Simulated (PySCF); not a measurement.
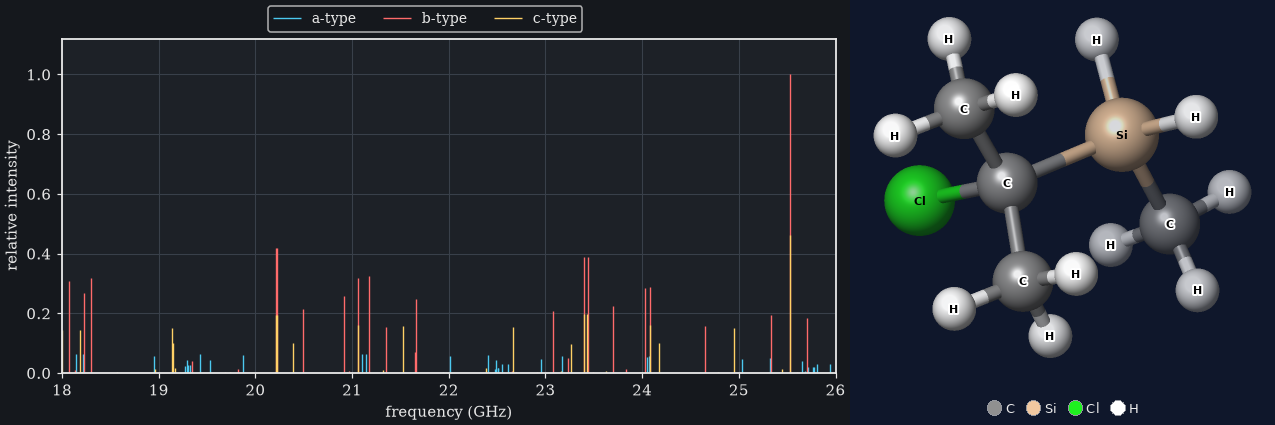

C₄H₁₁ClSi, SMILES C[SiH2]C(C)(C)Cl. Simulated rotational absorption lines between 18 and 26 GHz at 2 K: rigid rotor with the equilibrium constants and dipole of one optimised conformer (PBE0-D3(BJ)/def2-SVP, PySCF), commonest isotopes; no centrifugal distortion, hyperfine structure, internal rotation or nuclear-spin weights; lines within 1 MHz of each other are summed. Lines of different type are drawn apart.

**What are the rotational constants, and what kind of rotor is it?**

Rotational constants A, B, C = 2.659, 1.724, 1.469 GHz; Ray's κ = −0.57, an asymmetric top on the prolate side.

**Which dipole components drive the lines?**

|μa|, |μb|, |μc| = 0.51, 1.23, 0.82 D; b-type lines carry 61 % of the intensity in this range.

Caveats: coarse grid, loose stop and no frequency check, small forces are noise and the end may be a saddle.
